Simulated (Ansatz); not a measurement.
Si2H6: several calculations on one system

### Relaxation

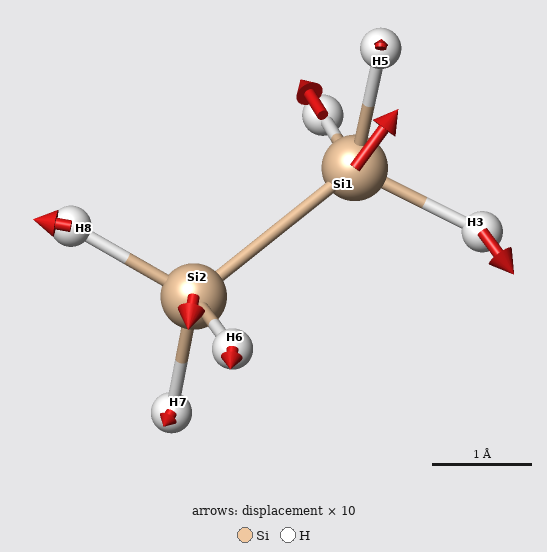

A relaxation of Si₂H₆. The starting structure is drawn; red arrows show the displacements, 10 times their true length. The two geometries are superimposed by the best rigid fit.

The picture is a ball-and-stick view, seen from a free direction.

The run prepares an end point of a later path (torsion) calculation, from a guessed geometry.

All numbers below come from Ansatz, RKS B3LYP/def2-SVP. Settings: no spin polarisation; force threshold 0.015 eV/Å; at most 40 steps.

What did the optimiser do to the structure, and how much energy did it gain?

Over 3 geometry steps the energy falls by 14.5 kJ/mol. Largest force component: 1.6 eV/Å at the start, 0.0051 eV/Å at the end. A Si atom moves most after the best rigid fit: 0.075 Å. Largest moves by element: Si 0.075 Å, H 0.060 Å. Some distances before and after: Si–Si 2.258 → 2.357 Å, H–Si 1.540 → 1.493 Å, H–Si 1.449 → 1.493 Å, H–Si 1.502 → 1.493 Å. Among the angles between lasting bonds that change: Si–Si–H 115.1° → 110.4°, H–Si–H 104.9° → 108.6°, H–Si–H 105.9° → 108.6°.

### Relaxation

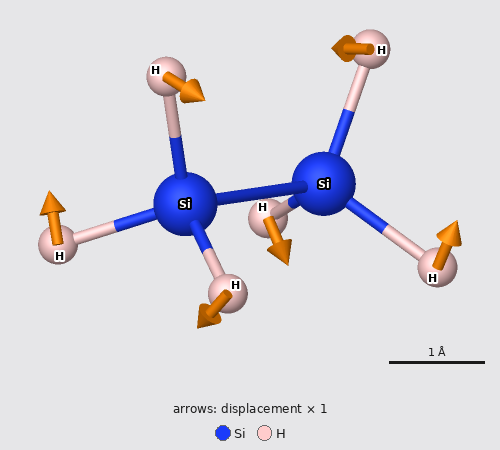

This is a relaxation of Si$_{2}$H$_{6}$. The starting structure is drawn; orange arrows show the displacements, at their true length. The two geometries are superimposed by the best rigid fit.

The picture is a ball-and-stick view, seen from a free direction.

The run prepares an end point of a later path (torsion) calculation, from a guessed geometry.

Computed with RKS B3LYP/def2-SVP in Ansatz 0.2.0. (no spin polarisation; force threshold 0.015 eV/Å; at most 40 steps)

Q: What happened in the run?

A: The energy falls by 4.51 kcal/mol in 14 accepted moves (16 points after the start). Largest force component: 1.6 eV/Å at the start, 0.0096 eV/Å at the end. The line search rejected the trial steps at points 7, 10 of the run. The forces were under the threshold at step 4, but the run went on from there. The atom that moves furthest after the best rigid fit is an H atom (0.60 Å). Largest moves by element: H 0.60 Å, Si 0.08 Å. Among the contacts that change: Si–Si 2.258 → 2.357 Å, H–Si 1.540 → 1.494 Å, H–Si 1.449 → 1.494 Å, H–Si 1.502 → 1.494 Å. Among the angles between lasting bonds that change: Si–Si–H 115.1° → 110.3°, H–Si–H 104.9° → 108.7°, H–Si–H 105.9° → 108.7°. Groups turn about Si–Si by about 50°.

### Path

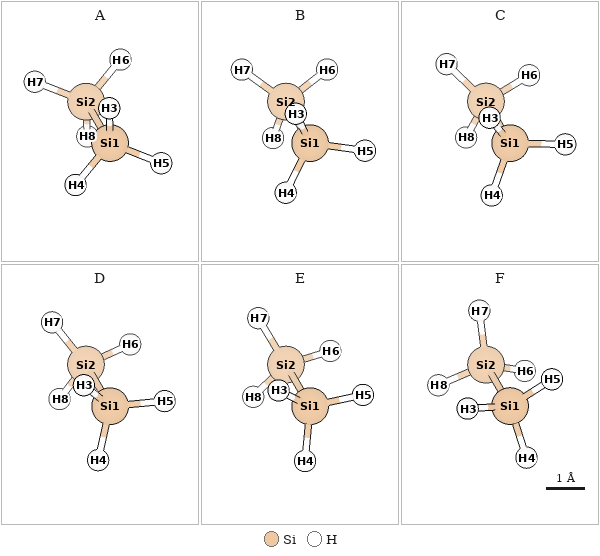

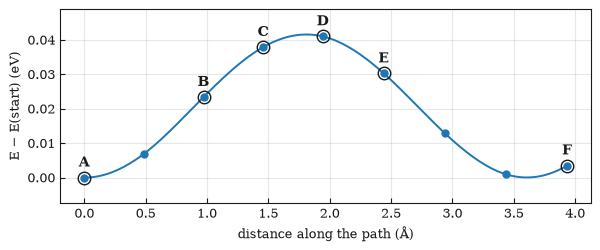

A nudged-elastic-band calculation for Si2H6. Images are numbered from 0 (start) to 8 (end). Frames A to F are images 0, 2, 3, 4, 5, 8. The picture is a ball-and-stick view, seen from a free direction.

Theory: Ansatz 0.2.0, RKS B3LYP/def2-SVP.

The input:
```yaml
crystal:
  periodic: [false, false, false]
  atoms:
    - { symbol: Si, position_ang: [-0.342743, 0.493687, -1.013144] }
    - { symbol: Si, position_ang: [0.365856, -0.508609, 0.998854] }
    - { symbol: H, position_ang: [0.834913, 0.957557, -1.80542] }
    - { symbol: H, position_ang: [-1.115995, -0.48375, -1.835561] }
    - { symbol: H, position_ang: [-1.216094, 1.669822, -0.724014] }
    - { symbol: H, position_ang: [1.14707, 0.467419, 1.815392] }
    - { symbol: H, position_ang: [1.231459, -1.690952, 0.711863] }
    - { symbol: H, position_ang: [-0.812367, -0.962174, 1.796229] }
basis:
  gaussian: { orbitals: def2-SVP }
hamiltonian:
  xc: b3lyp
neb:
  order_check: false
  images: 7
  f_tol: 0.05
  max_iterations: 60
  initial_path: idpp
  final_atoms:
    - { symbol: Si, position_ang: [-0.34278273, 0.4943514, -1.01298022] }
    - { symbol: Si, position_ang: [0.36616901, -0.50877995, 0.99887886] }
    - { symbol: H, position_ang: [0.10125935, -0.32128989, -2.18271093] }
    - { symbol: H, position_ang: [-1.83239764, 0.59973669, -1.04155698] }
    - { symbol: H, position_ang: [0.23473217, 1.86594541, -1.14021402] }
    - { symbol: H, position_ang: [-0.29931803, 0.14571152, 2.16485866] }
    - { symbol: H, position_ang: [1.84532419, -0.37117021, 1.15413798] }
    - { symbol: H, position_ang: [0.01911268, -1.96150496, 1.00378564] }
```

Launched with:
```bash
ansatz run input.yaml --threads 1 --pin off --max-ram 2048MiB --backend cpu --events-out ev --progress --plain --runs-dir out
```

> What happens along the path, and what is the barrier?

The motion is a rotation about the Si1–Si2 bond by about 130°. No bond forms or breaks between the ends. Relative to the start the highest point is image 4 at +0.041 eV and the end lies at 0.003 eV, but the profile dips to 0.001 eV at image 7 on the way, so there is an intermediate minimum on the way. The band converged in 3 iterations. The largest component of the band force went from 1.1 to 0.039 eV/Å. The climbing image converged on the top of the path. Its vibrational analysis gives one imaginary mode (125i cm⁻¹), as a transition state must have.

The run took 24 s on 1 thread of Intel(R) Xeon(R) 6975P-C (Granite Rapids), on a shared host, peak memory 0.13 GiB.
